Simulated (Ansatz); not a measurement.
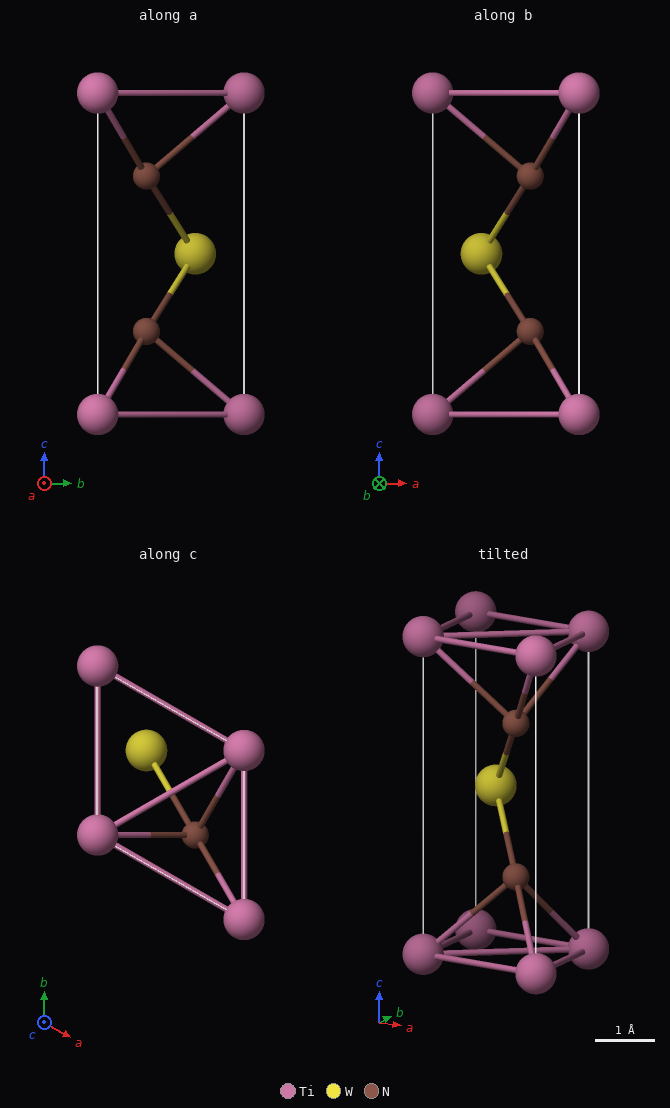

View along the a axis, along the b axis, along the c axis and slightly off an axis, drawn as a ball-and-stick model. The wireframe shows the conventional unit cell.

Lattice parameters: a = 2.8880 Å, b = 2.8880 Å, c = 5.4935 Å, α = 90.000°, β = 90.000°, γ = 120.000°.

**Reconstruct the structure as a CIF with its space group and independent sites, with free fractional coordinates to two decimals.**

```cif
data_structure
_symmetry_space_group_name_H-M 'P -6 m 2'
_symmetry_Int_Tables_number 187
_cell_length_a 2.8880
_cell_length_b 2.8880
_cell_length_c 5.4935
_cell_angle_alpha 90.000
_cell_angle_beta 90.000
_cell_angle_gamma 120.000
_cell_volume 39.68
loop_
_atom_site_label
_atom_site_type_symbol
_atom_site_symmetry_multiplicity
_atom_site_Wyckoff_symbol
_atom_site_fract_x
_atom_site_fract_y
_atom_site_fract_z
_atom_site_occupancy
Ti1 Ti 1 a 0.00 0.00 0.00 1
W1 W 1 d 0.3333 0.6667 0.50 1
N1 N 2 i 0.6667 0.3333 0.74 1
```

The model was built from a structure type filled with these elements by a generator (whether the compound takes this form wasn't checked). A relaxation with DFT PBE, scalar-relativistic, plane waves, PAW in Ansatz gave the geometry drawn.
